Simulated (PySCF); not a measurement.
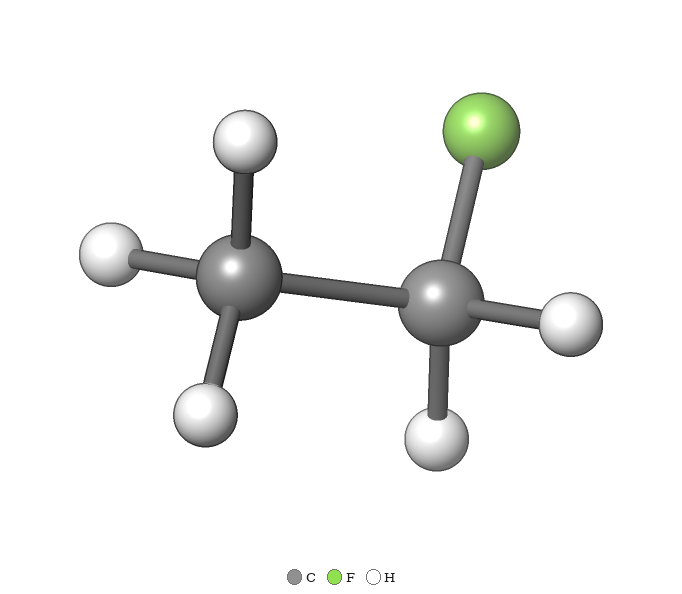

Rendered structure (ball-and-stick style). Every bond is drawn as one stick, whatever its order.

Computed geometry: PBE0-D3(BJ)/def2-SVP optimisation. No frequency run is at hand to confirm it as a minimum.

Give the formula.

Answer. C2H5F, 8 atoms: 2 carbon, 5 hydrogen and 1 fluorine.

Give the symmetry (Schoenflies symbol).

Answer. Cs.

Count the bonded pairs by element.

Answer. 5 C–H, 1 C–C, 1 C–F.

Write the SMILES.

Answer. CCF

More results for the same structure follow; atom numbers are the same in all pictures, views and colours differ.

### Geometry

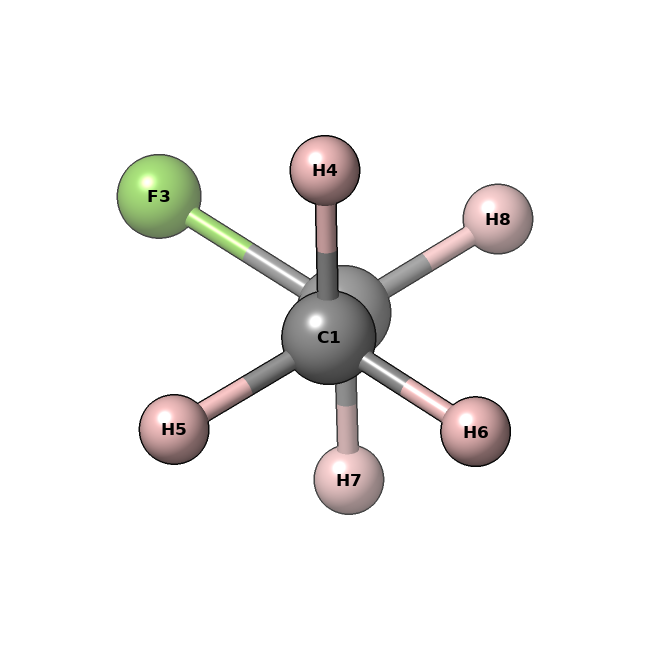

C2 lies behind C1. The molecule seen nearly along the C1–C2 bond, C1 in front. Atoms fade into the background with distance from the viewer. No frequency run is at hand to confirm it as a minimum.

What is the torsion angle H4–C1–C2–F3? The sign is positive where the front bond must turn clockwise to cover the back bond.

Answer. −60°, synclinal (gauche). The bonds about C1–C2 are staggered.

### Polarisability

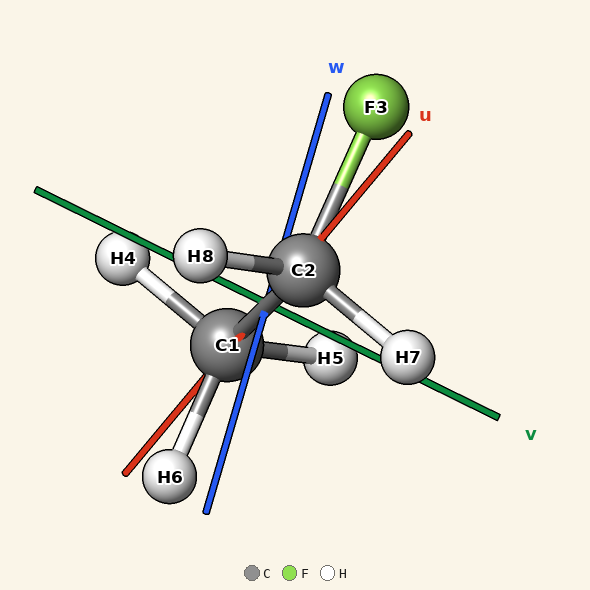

The lines u, v and w are the principal axes of the static dipole polarisability. No frequency run is at hand to confirm it as a minimum. Method: B3LYP/def2-SVPD (PySCF 2.14.0).

Along which axis is the molecule most polarisable, and along which least?

Answer. Most along u, least along v.

Give the three principal values.

Answer. u 30.8, v 27.5, w 28.9 bohr³; mean 29.1, anisotropy 2.8 bohr³.

### NMR shielding

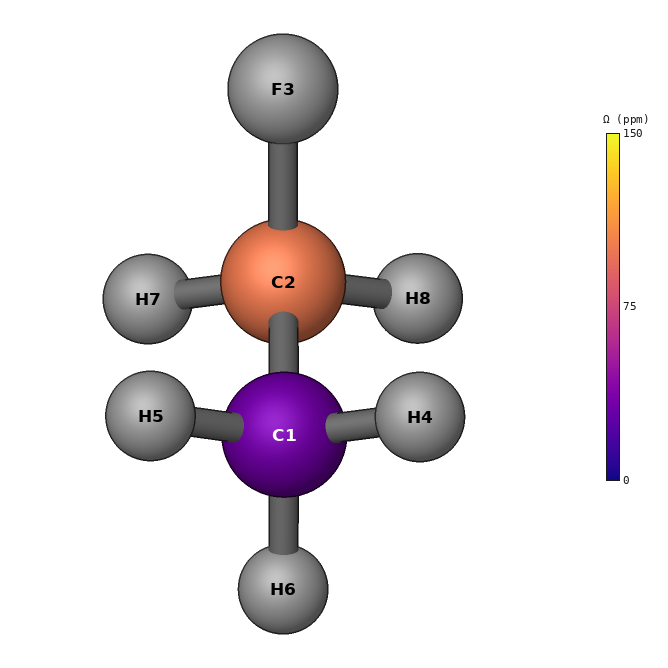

The C atoms are coloured by the span of their shielding tensor. No frequency run is at hand to confirm it as a minimum. Properties computed with GIAO ωB97X-D/pcSseg-1 NMR shielding, non-relativistic, IEF-PCM chloroform (PySCF 2.14.0). Principal shieldings σ11 ≤ σ22 ≤ σ33, span Ω = σ33 − σ11, skew κ = 3(σiso − σ22)/Ω.

Which C atom has the most anisotropic shielding?

Answer. C2, with a span of 101 ppm.

Give the shielding tensors of the C atoms.

| atom | σ11 | σ22 | σ33 | σiso | Ω | κ |
| --- | --- | --- | --- | --- | --- | --- |
| C1 | 149.6 | 167.2 | 182.8 | 166.6 | 33.2 | −0.06 |
| C2 | 63.9 | 82.0 | 165.2 | 103.7 | 101.3 | 0.64 |

Shieldings and span in ppm.

### Excitation

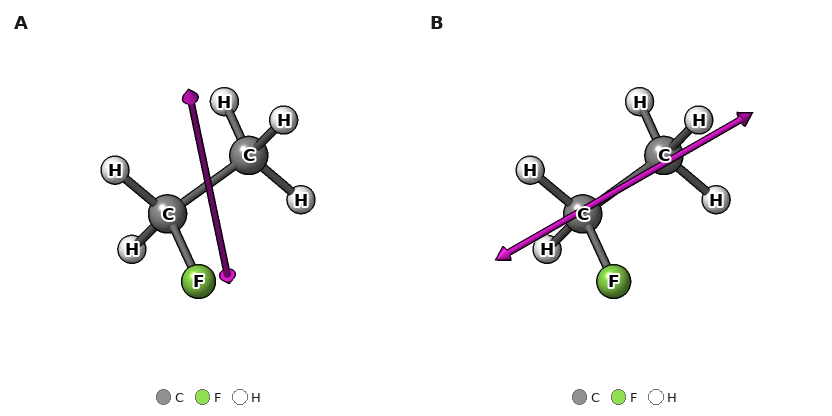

The double arrows show the directions of two transition dipoles from the ground state (lengths mean nothing). No frequency run is at hand to confirm it as a minimum. Level of theory: TDDFT B3LYP/def2-SVPD, vertical, IEF-PCM chloroform (non-equilibrium linear response), core orbitals frozen in the response (PySCF 2.14.0).

One belongs to singlet state 4 and one to singlet state 5. Which is which?

Answer. A: state 5, 9.90 eV (125 nm), oscillator strength 0.068, mainly HOMO → LUMO+2 (weight 0.93).
B: state 4, 9.80 eV (127 nm), oscillator strength 0.070, mainly HOMO−1 → LUMO+1 (weight 0.91).

### Levels of theory compared

No frequency run is at hand to confirm it as a minimum. Program: PySCF 2.14.0.

At this fixed geometry, give HOMO energy (eV), HOMO–LUMO gap (eV) at these levels: B3LYP/def2-SVPD; B3LYP/def2-SVPD in benzene (IEF-PCM); B3LYP/def2-SVPD in chloroform (IEF-PCM); BHandHLYP/aug-pcX-1 (pcseg-1 on H); PBE0/pcSseg-1 in benzene (IEF-PCM); PBE0/pcSseg-1 in chloroform (IEF-PCM); WP04/pcSseg-1 in chloroform (IEF-PCM); ωB97X-D/pcSseg-1 in chloroform (IEF-PCM).

```tsv
level	HOMO energy (eV)	HOMO–LUMO gap (eV)
B3LYP/def2-SVPD	−9.18	9.67
B3LYP/def2-SVPD in benzene (IEF-PCM)	−9.11	9.73
B3LYP/def2-SVPD in chloroform (IEF-PCM)	−9.08	9.75
BHandHLYP/aug-pcX-1 (pcseg-1 on H)	−11.01	11.96
PBE0/pcSseg-1 in benzene (IEF-PCM)	−9.20	10.99
PBE0/pcSseg-1 in chloroform (IEF-PCM)	−9.17	11.04
WP04/pcSseg-1 in chloroform (IEF-PCM)	−10.50	10.82
ωB97X-D/pcSseg-1 in chloroform (IEF-PCM)	−11.15	14.89
```
